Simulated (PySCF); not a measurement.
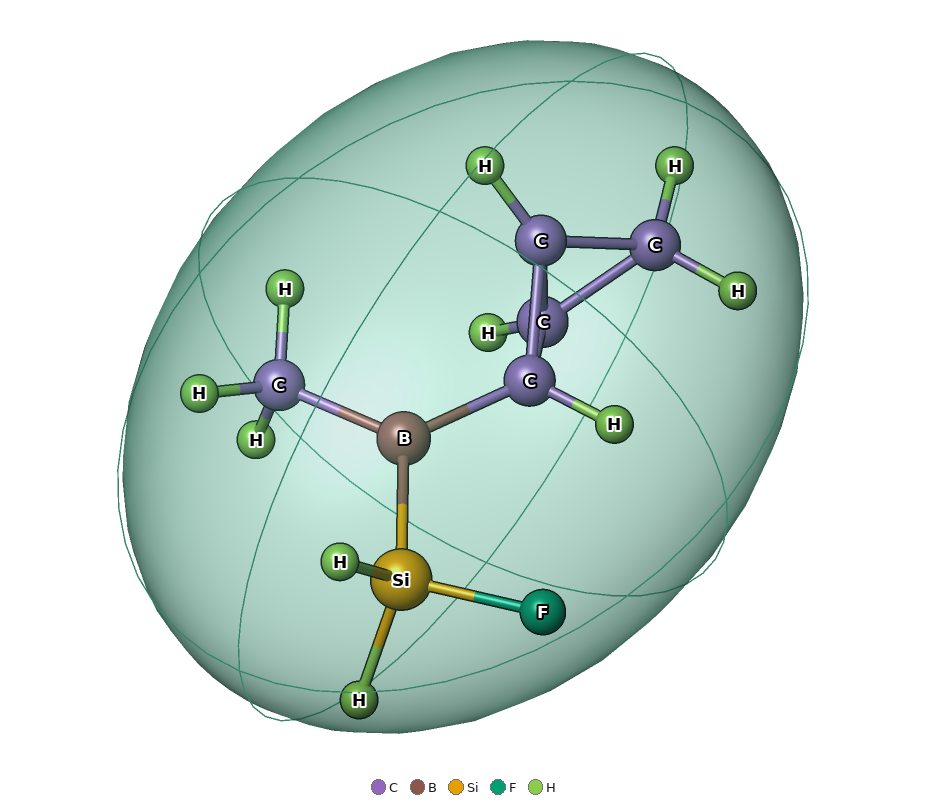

The ellipsoid shows the static dipole polarisability: its half-axes are proportional to the principal values. The geometry was computed by an optimisation with GFN2-xTB. No frequency run is at hand to confirm it as a minimum. Computed with PBE0/def2-SVPD (PySCF 2.14.0).

### How large and how anisotropic is the polarisability?

Principal values 77.9, 88.9, 119.2 bohr³; mean 95.3 bohr³ (14.13 Å³); anisotropy 37.0 bohr³, so the longest axis is 1.53 times the shortest.

The geometry is semi-empirical. Around B, Si such bond lengths and angles can be off by a tenth of an ångström or more and by several degrees, and values that hang on the shape move with them.
